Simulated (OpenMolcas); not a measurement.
**Rh⁴⁺ among point charges: CASSCF and CASPT2 levels and susceptibility**

How does a field of 2 point charges split the states of Rh⁴⁺, and what χT follows?

Program: OpenMolcas 26.06. Level of theory: state-averaged CASSCF and CASPT2, spin-orbit coupling by RASSI with atomic mean-field integrals. These are calculated values, not measurements, unless marked.

**1. Starting point**

- Species: Rh⁴⁺ (rhodium, Z = 45, 41 electrons)
- Basis: ANO-RCC-VTZP [7s6p4d2f1g], 68 functions
- Scalar Hamiltonian: DKH2, point nucleus
- Inactive shells: 1s 2s 2p 3s 3p 3d 4s 4p
- Active space: 5 electrons in 5 orbitals (4d)
- Some configurations of this space: 4d5
- Orbitals: optimised for each spin and parity, averaged over all roots

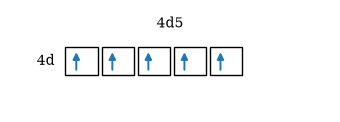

Occupation of the outer shells (arrows by Hund's rule).

The ion sits among 2 point charges of -2 e arranged as a linear pair (D∞h), 1.94 Å from the ion.

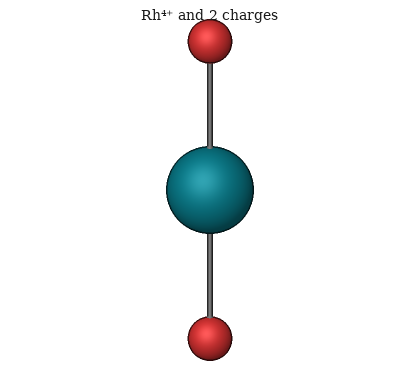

The ion and the point charges (red).

The work runs as a chain of OpenMolcas steps in one folder; each step below is one input file. Labels, J, g values, rates, χT and fits are worked out afterwards by a script from the matrices that RASSI stores. The input lists half of the charges; inversion (Group=XYZ) makes the rest.

**2. One- and two-electron integrals**

a.inp

```
&GATEWAY
Coord
1

Rh 0.0 0.0 0.0
Basis=ANO-RCC-VTZP
Group=XYZ
NoMove
AngMom=0.0 0.0 0.0
AMFI
XField
1 Angstrom 0
0.000000 0.000000 1.940000 -2.000000
&SEWARD
```

Command:

```console
> OMP_NUM_THREADS=1 MOLCAS_MEM=1689 MOLCAS_PROJECT=a pymolcas a.inp > a.log
```

**3. Reference wave functions, sextets of even parity, 1 root**

a.inp

```
&RASSCF
FileOrb=start.orb
Symmetry=1
Spin=6
nActEl=5 0 0
Inactive=9 9
Ras2=5 0
CIRoot=1 1 1
SDav=1
CIMx=300
Iter=120 100
PrWF=0.3
OrbListing=Nothing
MaxOrb=0
>>> COPY $Project.JobIph JOB001
```

start.orb holds the contracted functions of the basis, ordered by shell, or the orbitals of the step before.

**4. CASSCF: quartets of even parity, 24 roots**

a.inp

```
&RASSCF
FileOrb=start.orb
Symmetry=1
Spin=4
nActEl=5 0 0
Inactive=9 9
Ras2=5 0
CIRoot=24 24 1
SDav=24
CIMx=300
Iter=120 100
PrWF=0.3
OrbListing=Nothing
MaxOrb=0
>>> COPY $Project.JobIph JOB002
```

**5. CASSCF: doublets of even parity, 75 roots**

a.inp

```
&RASSCF
FileOrb=start.orb
Symmetry=1
Spin=2
nActEl=5 0 0
Inactive=9 9
Ras2=5 0
CIRoot=75 75 1
SDav=75
CIMx=300
Iter=120 100
PrWF=0.3
OrbListing=Nothing
MaxOrb=0
>>> COPY $Project.JobIph JOB003
```

**6. State interaction with spin-orbit coupling**

a.inp

```
&RASSI
NrOfJobIphs=3 1 24 75
1
1 2 3 4 5 6 7 8 9 10 11 12 13 14 15 16 17 18 19 20 21 22 23 24
1 2 3 4 5 6 7 8 9 10 11 12 13 14 15 16 17 18 19 20 21 22 23 24 25 26 27
28 29 30 31 32 33 34 35 36 37 38 39 40 41 42 43 44 45 46 47 48 49 50 51
52 53 54 55 56 57 58 59 60 61 62 63 64 65 66 67 68 69 70 71 72 73 74 75
IphNames
JOB001
JOB002
JOB003
EJob
SpinOrbit
DIPRint=1.0
SOCoupling=1000.0
Subsets=2
Property=9
'ANGMOM' 1 'ANGMOM' 2 'ANGMOM' 3 'MLTPL  1' 1 'MLTPL  1' 2 'MLTPL  1' 3
'AMFI' 1 'AMFI' 2 'AMFI' 3
SOProperty=3
'ANGMOM' 1 'ANGMOM' 2 'ANGMOM' 3
```

**7. CASPT2: IPEA 0.25, imaginary shift 0.1 (closed shells correlated: 4s 4p)**

a.inp

```
>>> COPY JOB001 $Project.JobIph
&CASPT2
Multistate=1 1
Frozen=8 6
IPEA=0.25
Imaginary=0.1
MaxIter=60
WThr=0.0 0.3 0.05
PrWF=0.5
NoMix
>>> COPY JOB002 $Project.JobIph
&CASPT2
Multistate=24 1 2 3 4 5 6 7 8 9 10 11 12 13 14 15 16 17 18 19 20 21 22
23 24
NoMult
Frozen=8 6
IPEA=0.25
Imaginary=0.1
MaxIter=60
WThr=0.0 0.3 0.05
PrWF=0.5
NoMix
>>> COPY JOB003 $Project.JobIph
&CASPT2
Multistate=75 1 2 3 4 5 6 7 8 9 10 11 12 13 14 15 16 17 18 19 20 21 22
23 24 25 26 27 28 29 30 31 32 33 34 35 36 37 38 39 40 41 42 43 44 45 46
47 48 49 50 51 52 53 54 55 56 57 58 59 60 61 62 63 64 65 66 67 68 69 70
71 72 73 74 75
NoMult
Frozen=8 6
IPEA=0.25
Imaginary=0.1
MaxIter=60
WThr=0.0 0.3 0.05
PrWF=0.5
NoMix
```

(Steps that only read results are left out.)

Before running it: what results should come out? Wanted: spin-free ground state; lowest level; next level.

As calculated:

```
                 quantity                                                                        value
                   method  SS-CASPT2, IPEA 0.25, imaginary shift 0.1 (closed shells correlated: 4s 4p)
   spin-free ground state                                           6Sigma, 1-fold in its orbital part
             lowest level                                                 2-fold, g = 0.00, 0.00, 9.98
               next level                                                                    32.0 cm⁻¹
              χT at 300 K                                                               4.36 cm³ K/mol
effective moment at 300 K                                                                      5.90 μB
```

Cost by method:

```
                                              method  time of its own steps  time with the reference
                                           A. CASSCF                   26 s                     26 s
B. SS-CASPT2, IPEA 0.25, imaginary shift 0.1, +4s 4p                   14 s                     40 s
```

Times are of one thread on a shared host.

In words: The spin-free ground state (6Sigma) comes to 100 % from free-ion S terms and keeps the highest spin of the shell. χT at 300 K is 4.36, against 4.39 cm³ K/mol for the spin alone, as a half-filled shell (L = 0) has no orbital moment. An active space of the d shell alone favours high spin; real ions in strong fields can be low spin. The field of point charges can differ much from that of real complexes. With metal d orbitals alone active, the gaps between spin states are rough; where two lie within a few thousand cm-1, their order is open. This is an electrostatic model: the charges have no orbitals.
